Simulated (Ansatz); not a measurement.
**Single-point calculation, with input and output: HfO2**

- system: HfO2
- method: RKS PBE0-D4/def2-TZVP (Ansatz 0.2.0)

The geometry comes from this level: B3LYP-D4/def2-TZVP.

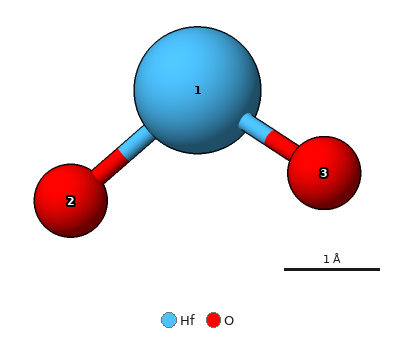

**Figure 1.** The structure as given in the input (ball-and-stick view, seen at a tilt; atoms are numbered from 1 in the order of the input). Sticks mark near contacts. Bond lengths as drawn: Hf–O 1.79 Å.

## Results in brief

- outcome: converged
- total energy: −5398.1117 eV
- mean-field energy: −5398.0654 eV
- dispersion energy: −0.0462 eV
- SCF solution under orbital rotations: stable
- HOMO: −6.71 eV
- LUMO: −3.45 eV
- hardware: 4 threads of Arm Neoverse V2, 23 GiB of memory available, shared host
- wall time: 1.1 s (CPU time 3.6 s)
- peak memory: 0.16 GiB

## The input
```yaml
crystal:
  periodic: [false, false, false]
  atoms:
    - {symbol: Hf, position_ang: [0.156636, -0.451090, 0.515134]}
    - {symbol: O, position_ang: [1.258745, 0.082677, -0.789234]}
    - {symbol: O, position_ang: [-1.415381, 0.368414, 0.274111]}
basis:
  gaussian: {orbitals: def2-TZVP, initial_orbitals: start.molden}
hamiltonian: {xc: pbe0, dispersion: d4}
output: {orbitals: {seedname: orbitals}}
```

Launched with:
```bash
ansatz run in.yaml --threads 4 --pin off --events-out ev --progress --plain --max-ram 3916MiB
```

## Log
```
Functional definition: PBE0
  name "PBE0"
  cite "Adamo & Barone, J. Chem. Phys. 110, 6158 (1999) doi:10.1063/1.478522"
  cite "Perdew, Burke & Ernzerhof, Phys. Rev. Lett. 77, 3865 (1996) doi:10.1103/PhysRevLett.77.3865"
  parent pbe
  parameter a = 0.25
  parameter kappa = 0.804
  parameter beta = 0.06672455060314922
  exchange = (1 - a)*pbe_x(kappa = kappa, mu = beta*pi^2/3) + a*exact_x
  correlation = pbe_c(beta = beta)
695 factors; their error is unknown
mean field evaluation 1: about -5377.7999 eV, gradient 3.8e2 eV
mean field evaluation 2: about -5384.5510 eV, gradient 2.1e1 eV
mean field evaluation 4: about -5392.5361 eV, gradient 4.3e1 eV
mean field evaluation 8: about -5398.0481 eV, gradient 6.2e-2 eV
mean field evaluation 16: about -5396.2904 eV, gradient 2.5e1 eV
mean field -5398.06542230 eV, -198.3752453292 hartree, gradient 1.3e-5 eV, S^2 0.000000; 1 other end points of the search recorded, 0 dependent functions left out
reference -5398.06544780 eV, -198.3752462665 hartree; 14, 14 occupied and 88, 88 virtual orbitals, 695 factors
Total energy: -5398.11165193 eV, -198.3769442370 hartree
```

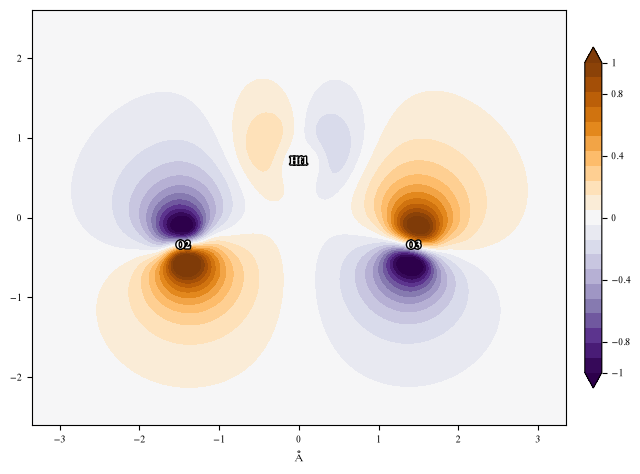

**Figure 2.** The HOMO on the molecular plane (values in Å⁻³ᐟ²; the overall sign is arbitrary). Its energy is −6.71 eV.

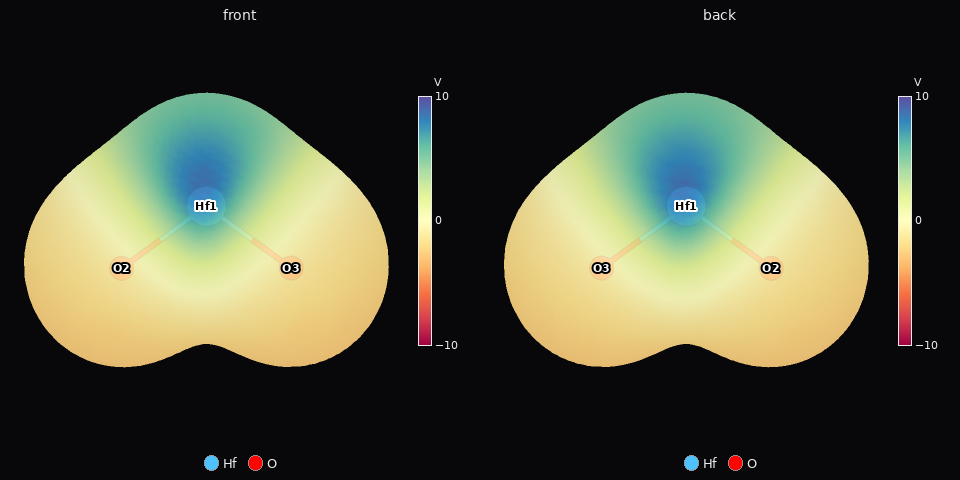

**Figure 3.** The electrostatic potential painted on the density surface at 0.002 e/bohr³, seen face on and from behind; red is negative and blue positive.

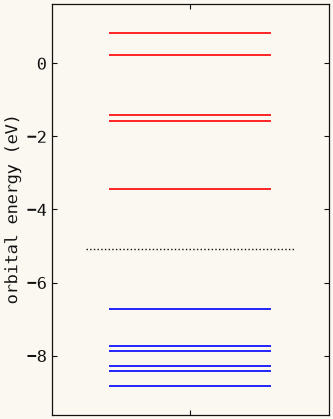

**Figure 4.** Orbital energies near the frontier; the dotted line parts filled from empty levels, and levels within 0.02 eV of each other stand side by side. Highest filled −6.71 eV, lowest empty −3.45 eV, 3.26 eV apart.
